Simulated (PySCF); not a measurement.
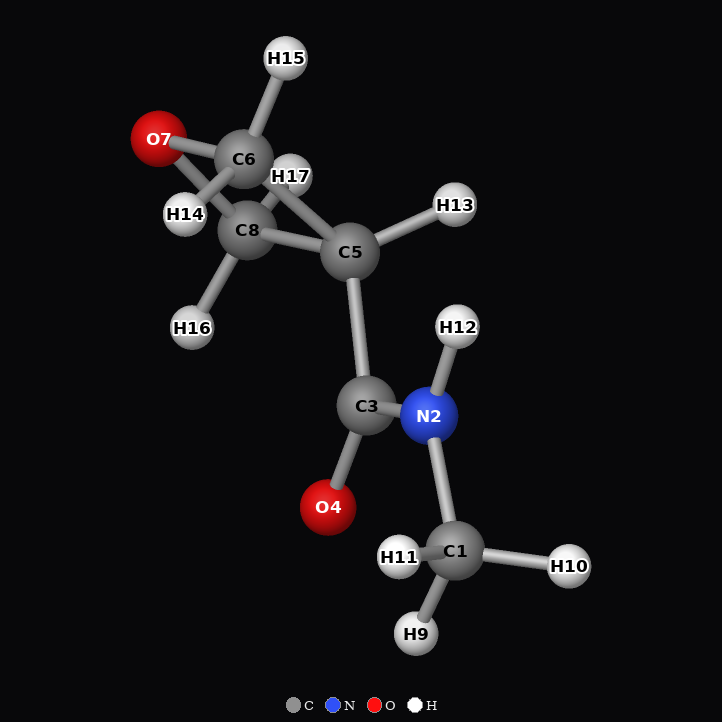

The geometry was computed by an optimisation with GFN2-xTB. No frequency run is at hand to confirm it as a minimum. Electric field gradients from the ground-state density, PBE0/pcSseg-1 (PySCF 2.14.0), non-relativistic apart from any core potentials.

Give the largest field-gradient component, the quadrupole coupling constant and the asymmetry for 14N at N2 (Q = 20.44 mb), 17O at O4 (Q = −25.6 mb), 17O at O7 (Q = −25.6 mb), 2H at H9 (Q = 2.86 mb), 2H at H10 (Q = 2.86 mb), 2H at H11 (Q = 2.86 mb), 2H at H12 (Q = 2.86 mb).

```
atom  V_zz (a.u.)  e²qQ/h (MHz)     η
  N2       −1.012         −4.86  0.08
  O4       −1.566          9.42  0.02
  O7       −2.117         12.73  0.80
  H9        0.298         0.200  0.05
 H10        0.303         0.204  0.06
 H11        0.303         0.204  0.06
 H12        0.410         0.276  0.20
```
